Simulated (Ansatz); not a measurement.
# ClGeH$_{3}$O: what the fields show

```json
{"atom": "O", "x (Å)": "-0.5688", "y (Å)": "-1.2875", "z (Å)": "0.0234"}
{"atom": "Ge", "x (Å)": "0.4079", "y (Å)": "0.2272", "z (Å)": "0.1229"}
{"atom": "Cl", "x (Å)": "-1.0325", "y (Å)": "1.9202", "z (Å)": "0.1149"}
{"atom": "H", "x (Å)": "-1.2283", "y (Å)": "-1.4254", "z (Å)": "-0.6838"}
{"atom": "H", "x (Å)": "1.3800", "y (Å)": "0.3736", "z (Å)": "-1.1063"}
{"atom": "H", "x (Å)": "1.1178", "y (Å)": "0.0685", "z (Å)": "1.5268"}
```

Geometry: displaced from a GFN2-xTB structure; not at a stationary point (largest force 1.1 eV/Å).

Theory: Ansatz, RKS PBE0-D4/def2-TZVPP.

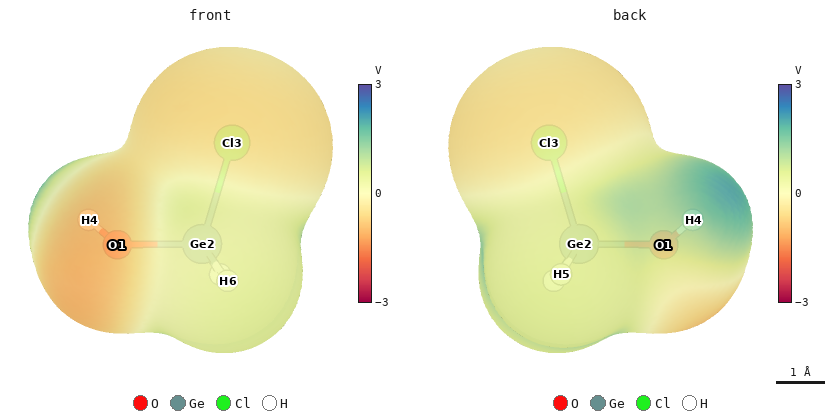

Figure 1. The electrostatic potential painted on the density surface at 0.001 e/bohr³, seen from the front and from behind; the colour scale runs from red (negative) to blue (positive).

Where is the surface potential most negative and most positive?

Answer. The most negative region (about −1.1 V) lies over O1, the most positive (about +2.0 V) over H4. O1 is the likeliest acceptor of a hydrogen bond.

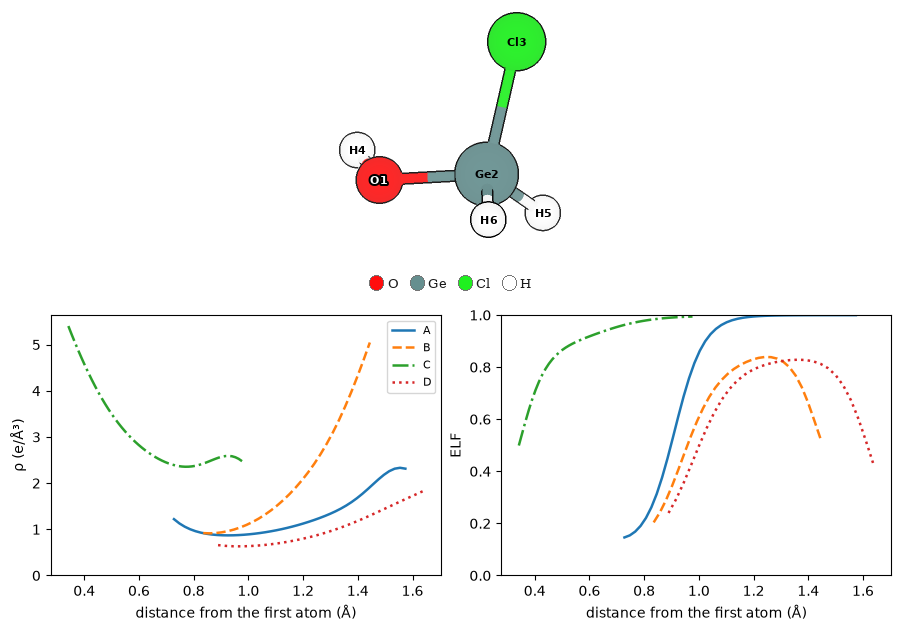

Figure 2. Total electron density and ELF along straight lines between neighbouring atoms. The curves leave out the atomic cores. The structure is drawn too.

Which curve belongs to which contact (Ge–Cl, Ge–H, Ge–O and O–H)? The first atom named is at distance zero.

Answer. Curve A: Ge–H (1.57 Å): ρ at the midpoint is about 1 e/Å³; the ELF climbs to about 1 towards the hydrogen. Curve B: Ge–O (1.81 Å): ρ at the midpoint is about 0.93 e/Å³; the ELF peaks at about 0.85 in the valence shell of O, 0.6 Å from its nucleus, and is about 0.35 at the midpoint. Curve C: O–H (0.98 Å): ρ at the midpoint is about 3.6 e/Å³; the ELF climbs to about 1 towards the hydrogen (a covalent bond by its length). Curve D: Ge–Cl (2.22 Å): ρ at the midpoint is about 0.7 e/Å³; the ELF peaks at about 0.85 in the valence shell of Cl, 0.9 Å from its nucleus, and is about 0.70 at the midpoint.

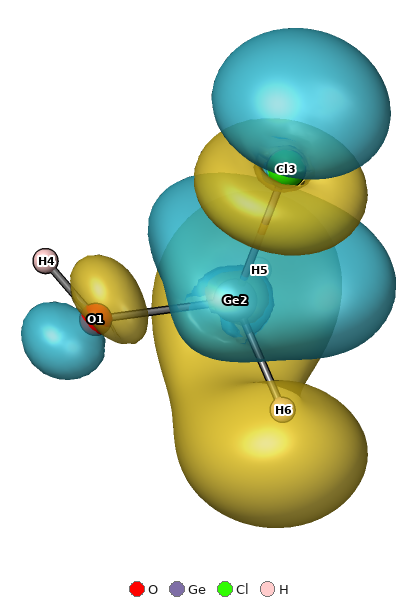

Figure 3. The LUMO at ±0.08 Å⁻³ᐟ² (yellow and cyan are the two phases), seen at a tilt.

Where does this orbital lie, and at what energy?

Answer. By Hirshfeld shares it lies mainly on Ge2 (about 45 %), Cl3 (about 30 %), H5 (about 10 %) and H6 (about 10 %). Its energy is −0.64 eV.
